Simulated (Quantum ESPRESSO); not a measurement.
**CsPbBr3 (Pm-3m): freezing in an unstable mode**

How much energy does CsPbBr3 (Pm-3m) gain along its most unstable zone-centre mode?

Method: DFT LDA, scalar-relativistic, plane waves, PseudoDojo norm-conserving pseudopotentials, in Quantum ESPRESSO 7.5.

**1. The relaxed structure**

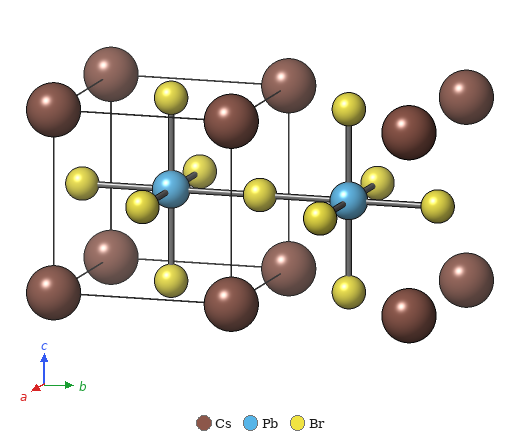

Start, viewed slightly off an axis; caesium brown, lead blue, bromine yellow. 1×2×1 cells are drawn. Some periodic images of atoms are drawn too.

Structure file:

```cif
data_structure
_symmetry_space_group_name_H-M 'P 1'
_symmetry_Int_Tables_number 1
_cell_length_a 5.7808
_cell_length_b 5.7808
_cell_length_c 5.7808
_cell_angle_alpha 90.000
_cell_angle_beta 90.000
_cell_angle_gamma 90.000
_cell_volume 193.18
loop_
_atom_site_label
_atom_site_type_symbol
_atom_site_fract_x
_atom_site_fract_y
_atom_site_fract_z
_atom_site_occupancy
Cs1 Cs 0.00000 0.00000 0.00000 1
Pb2 Pb 0.50000 0.50000 0.50000 1
Br3 Br 0.00000 0.50000 0.50000 1
Br4 Br 0.50000 0.00000 0.50000 1
Br5 Br 0.50000 0.50000 0.00000 1
```

This is the cell after its relaxation at this level of theory, not the database cell from which that began.

**2. The unstable mode**

Linear response at Γ, with the sum rule, finds imaginary modes; the lowest is taken, along z where it is degenerate, and its pattern is scaled so that the atom that moves most moves by Q. Cutoff 62 Ry, k mesh 4×4×4.

The program printed:

```text
[banners, grids, parts of the stress and lines that vanish by symmetry left out]
Program DYNMAT v.7.5
     Reading Dynamical Matrix from file g.dyn
     ...Force constants read
     ...epsilon and Z* read
     A direction for q was not specified:TO-LO splitting will be absent

     Polarizability (A^3 units)
     multiply by 0.309378 for Clausius-Mossotti correction
       102.950346    0.000000    0.000000
         0.000000  102.950346    0.000000
[...]
IR activities are in (D/A)^2/amu units

# mode   [cm-1]    [THz]      IR
    1    -28.04   -0.8407    0.3627
    2    -28.04   -0.8407    0.3627
[...]
14    114.36    3.4286   11.5401
   15    114.36    3.4286   11.5401

Electronic dielectric permittivity tensor (relative, adimensional)
[...]
... with zone-center polar mode contributions
[...]
0.000000   19.784048    0.000000
        -0.000000    0.000000   19.784048

=------------------------------------------------------------------------------=
   JOB DONE.
=------------------------------------------------------------------------------=
[end of the log left out, with the tail of the file of modes that dynmat.x writes under the same name]
```

The mode has the frequency 28.0i cm⁻¹ and the mass m = Σ Mᵢ uᵢ² = 271.83 u for this scaling.

```
atom      x      y       z
 Cs1  0.000  0.000  -0.891
 Pb2  0.000  0.000  -0.169
 Br3  0.000  0.000   1.000
 Br4  0.000  0.000   1.000
 Br5  0.000  0.000  -0.080
```

**3. Energies along the mode**

Single points at fixed cell, with no other coordinate relaxed.

From the run at Q = 0.04 Å; the symmetric cell has -3844.2475 eV:

The program printed:

```text
[banners, grids, parts of the stress and lines that vanish by symmetry left out]
[banner, memory and clock lines left out]
Program PWSCF v.7.5

[...]
kinetic-energy cutoff     =      62.0000  Ry
     charge density cutoff     =     248.0000  Ry
     scf convergence threshold =      1.0E-11
[...]
Exchange-correlation= SLA  PW   NOGX NOGC
                           (   1   4   0   0   0   0   0)
[...]
8 Sym. Ops. (no inversion) found
[...]
number of k points=    18
[...]
End of self-consistent calculation
[...]
highest occupied, lowest unoccupied level (ev):     4.2048    5.4063
!    total energy              =    -282.54702541 Ry
[...]
convergence has been achieved in  11 iterations
[...]
atom    1 type  1   force =     0.00000000    0.00000000   -0.00052119
     atom    2 type  2   force =     0.00000000    0.00000000   -0.00014897
     atom    3 type  3   force =     0.00000000    0.00000000    0.00034571
     atom    4 type  3   force =     0.00000000    0.00000000    0.00034571
     atom    5 type  3   force =     0.00000000    0.00000000   -0.00002126
     Total force =     0.000730     Total SCF correction =     0.000002

     XML data file, charge density, pseudopotentials, collected wavefunctions
```

The point at Q = 0.239 Å is held back.

```
Q (Å)  energy change (meV/cell)
    0                      0.00
 0.04                     -0.62
 0.08                     -2.36
 0.12                     -4.91
0.159                     -7.73
0.199                    -10.39
0.239                         ?
0.279                    -12.22
0.319                     -9.81
0.359                     -4.02
```

**4. The fit**

Least squares on E = a Q² + b Q⁴ + c Q⁶ gives a = -384 meV/Å², b = 3171 meV/Å⁴ and c = -3390 meV/Å⁶. The minimum lies at Q = 0.261 Å, 12.5 meV a cell below the symmetric structure.

The curvature at Q = 0 is m ω² = 2a, so ω = 521.47 √(2a/m) cm⁻¹ with a in eV/Å² and m in u: 27.7i cm⁻¹, against 28.0i from linear response. At Q = 0.239 Å the fit predicts -12.20 meV.

**5. The point that was held back**

The program printed:

```text
[banners, grids, parts of the stress and lines that vanish by symmetry left out]
[banner, memory and clock lines left out]
Program PWSCF v.7.5

[...]
kinetic-energy cutoff     =      62.0000  Ry
     charge density cutoff     =     248.0000  Ry
     scf convergence threshold =      1.0E-11
[...]
Exchange-correlation= SLA  PW   NOGX NOGC
                           (   1   4   0   0   0   0   0)
[...]
8 Sym. Ops. (no inversion) found
[...]
number of k points=    18
[...]
End of self-consistent calculation
[...]
highest occupied, lowest unoccupied level (ev):     3.8941    5.4205
!    total energy              =    -282.54787254 Ry
[...]
convergence has been achieved in  12 iterations
[...]
atom    1 type  1   force =     0.00000000    0.00000000   -0.00127818
     atom    2 type  2   force =     0.00000000    0.00000000    0.00037384
     atom    3 type  3   force =     0.00000000    0.00000000    0.00000653
     atom    4 type  3   force =     0.00000000    0.00000000    0.00000653
     atom    5 type  3   force =     0.00000000    0.00000000    0.00089128
     Total force =     0.001602     Total SCF correction =     0.000001

     XML data file, charge density, pseudopotentials, collected wavefunctions
```

It lies at -12.14 meV, 0.05 meV from the prediction.

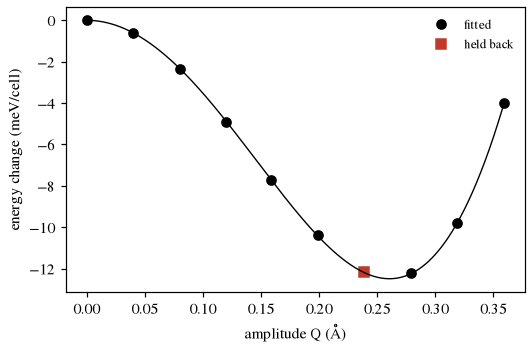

Energy along the mode, with the fit.

**6. What came out**

```json
{
  "depth of the well": "12.5 meV a cell",
  "amplitude at the minimum": "0.26 Å"
}
```

What this shows: Along this mode CsPbBr3 (Pm-3m) gains 12.5 meV a cell at Q = 0.26 Å, which is 0.48 times k_BT at 300 K. The curvature of the fit and the linear response differ by 1 % in frequency. Strain and the other modes were held fixed; relaxing them can only deepen the well. A depth for one cell is no transition temperature: that needs the coupling between cells.

[Host names and launcher messages were left out of these logs when they were recorded.]

[Logs are printed without paths, hosts, clocks, repeated set-up lines and the standing remarks that a program may print on its own settings, such as how far it seeks lower states.]

[Hosts, paths, dates, database ids (printed as entryN), source tags and the programs' standing remarks are cut or masked in the printed files.]
